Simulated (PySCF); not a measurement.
**Excited-state calculation, with input and output: C₆H₇N₂P**

The run: excited-state calculation of C₆H₇N₂P, SMILES Cc1cpc(C#N)n1C. Method and program: TDDFT PBE0/def2-SVPD, vertical, gas phase, core orbitals frozen in the response (PySCF 2.14.0).

The geometry comes from this level: GFN2-xTB.

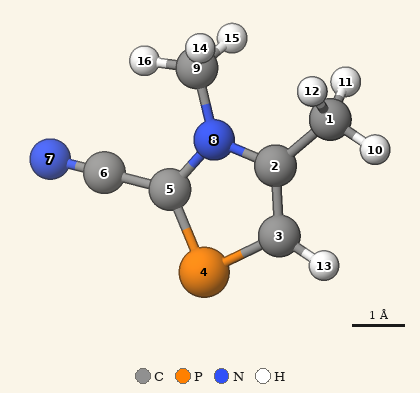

The input geometry (ball-and-stick view, seen at a tilt; atoms are numbered from 1 in the order of the input). Bond lengths as drawn: C–C 1.37 to 1.49 Å, C–H 1.07 to 1.09 Å, C–N 1.15 to 1.44 Å and C–P 1.74 to 1.75 Å.

## Summary

- outcome: converged
- total energy: −682.824404 hartree
- HOMO: −6.71 eV
- LUMO: −1.51 eV
- dipole moment: 6.16 D
- mean polarisability: 107.69 a.u.
- lowest singlet excitation: 4.74 eV
- hardware: 1 CPU thread, shared host
- wall time: 44 s
- peak memory: 1.1 GiB

## The input
```
{"job": {"kind": "uv", "xc": "PBE0", "basis": "def2-SVPD", "nstates": 8, "ntriplets": 3}, "charge": 0, "multiplicity": 1}
C     -1.973627    -0.393884     0.395599
C     -0.849844     0.403538    -0.167459
C     -0.949666     1.584774    -0.857832
P      0.600199     2.217570    -1.363474
C      1.336149     0.833892    -0.605718
C      2.702460     0.566810    -0.569440
N      3.832987     0.353150    -0.544832
N      0.430468    -0.013115    -0.025829
C      0.808390    -1.219889     0.659886
H     -2.915815     0.104733     0.188838
H     -2.003191    -1.390676    -0.045433
H     -1.868731    -0.505161     1.474994
H     -1.886356     2.069471    -1.064650
H      0.467217    -1.193475     1.697494
H      0.368775    -2.091855     0.169990
H      1.892986    -1.316937     0.646456
```

The first line tells a small driver script what to run in PySCF; the rest is the geometry in Å.

Launch command:
```bash
OMP_NUM_THREADS=1 python <driver script> task.json out
```

## The program's output
```
coarse grid: 14608 points
cycle   1  E = -682.6728550402  dE =  1.535e+00  |g| = 5.169e-01  |ddm| = 8.452e+00
cycle   2  E = -682.4754764678  dE =  1.974e-01  |g| = 1.069e+00  |ddm| = 2.581e+00
cycle   3  E = -682.7365689347  dE = -2.611e-01  |g| = 1.515e-01  |ddm| = 1.670e+00
cycle   4  E = -682.7416516787  dE = -5.083e-03  |g| = 5.630e-02  |ddm| = 3.250e-01
cycle   5  E = -682.7422784021  dE = -6.267e-04  |g| = 2.255e-02  |ddm| = 1.050e-01
cycle   6  E = -682.7423940040  dE = -1.156e-04  |g| = 6.042e-03  |ddm| = 4.614e-02
cycle   7  E = -682.7424041770  dE = -1.017e-05  |g| = 1.630e-03  |ddm| = 1.494e-02
cycle   8  E = -682.7424048576  dE = -6.806e-07  |g| = 4.064e-04  |ddm| = 3.569e-03
final grid: 138768 points
cycle   9  E = -682.8243818152  dE = -4.829e-05  |g| = 8.778e-03  |ddm| = 1.964e-01
cycle  10  E = -682.8243511214  dE =  3.069e-05  |g| = 1.337e-02  |ddm| = 4.099e-02
cycle  11  E = -682.8244019401  dE = -5.082e-05  |g| = 2.542e-03  |ddm| = 2.900e-02
cycle  12  E = -682.8244035324  dE = -1.592e-06  |g| = 4.804e-04  |ddm| = 5.273e-03
cycle  13  E = -682.8244035717  dE = -3.938e-08  |g| = 2.889e-04  |ddm| = 1.314e-03
cycle  14  E = -682.8244035895  dE = -1.780e-08  |g| = 1.062e-04  |ddm| = 5.406e-04
cycle  15  E = -682.8244035920  dE = -2.455e-09  |g| = 3.342e-05  |ddm| = 2.040e-04
cycle  16  E = -682.8244035923  dE = -2.590e-10  |g| = 1.003e-05  |ddm| = 7.846e-05
```

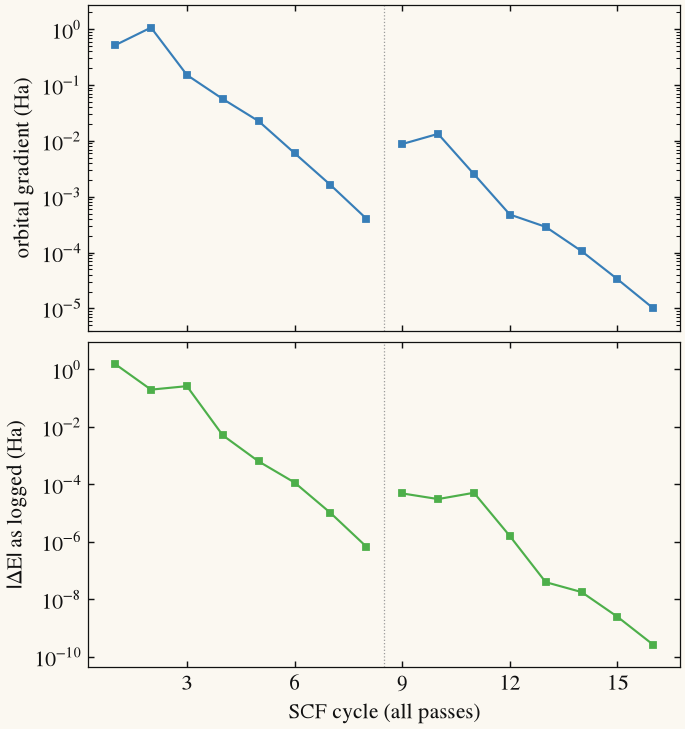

Convergence of the self-consistent field: orbital gradient and size of the energy change against the SCF cycle. The dotted line marks the change from a coarse to the final integration grid. The first 8 cycles use a coarse grid, the final grid takes over at cycle 9, and the field converges after 16 cycles in all.

```
converged SCF energy = -682.8244035923

Static polarisability (au): isotropic 107.694, principal 67.040 117.526 138.516

Singlet excitations
state   eV       nm        f      main configurations
  1   4.7402    261.6   0.20967   H->L 0.91
  2   5.2312    237.0   0.07172   H-1->L 0.81, H->L+2 0.13
  3   5.4968    225.6   0.00305   H-2->L 0.47, H->L+1 0.27, H->L+3 0.25
  4   5.5911    221.8   0.01005   H-2->L 0.52, H->L+3 0.24, H->L+1 0.20
  5   5.9787    207.4   0.00694   H->L+1 0.50, H->L+3 0.45
  6   6.2418    198.6   0.00003   H->L+4 0.79, H->L+6 0.09
  7   6.3682    194.7   0.28583   H->L+2 0.76, H-1->L 0.12
  8   6.3785    194.4   0.00200   H-3->L 0.90

Triplet excitations (Tamm-Dancoff, eV): 2.9690 4.0728 4.6594
```

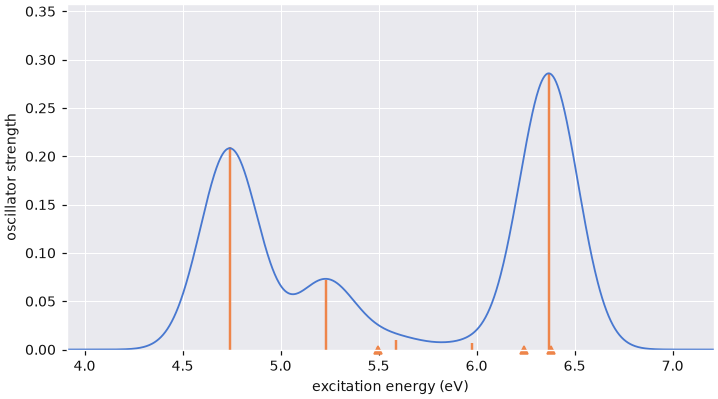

Computed excitations as sticks (degenerate states added up, dark ones marked on the axis), with a Gaussian envelope of 0.35 eV full width at half maximum, scaled to the tallest. Of the 8 states the lowest lies at 4.74 eV (f = 0.210); the strongest line is at 6.37 eV, or 195 nm (f = 0.286).

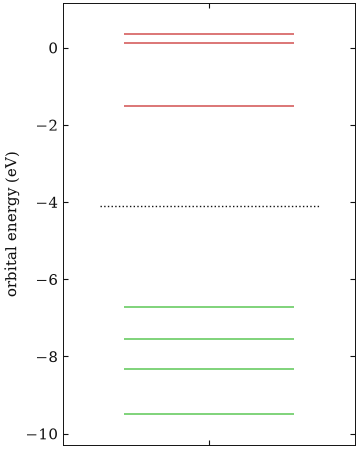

Orbital energies near the frontier; the dotted line parts filled from empty levels, and levels within 0.02 eV of each other stand side by side. Highest filled −6.71 eV, lowest empty −1.51 eV, 5.20 eV apart.
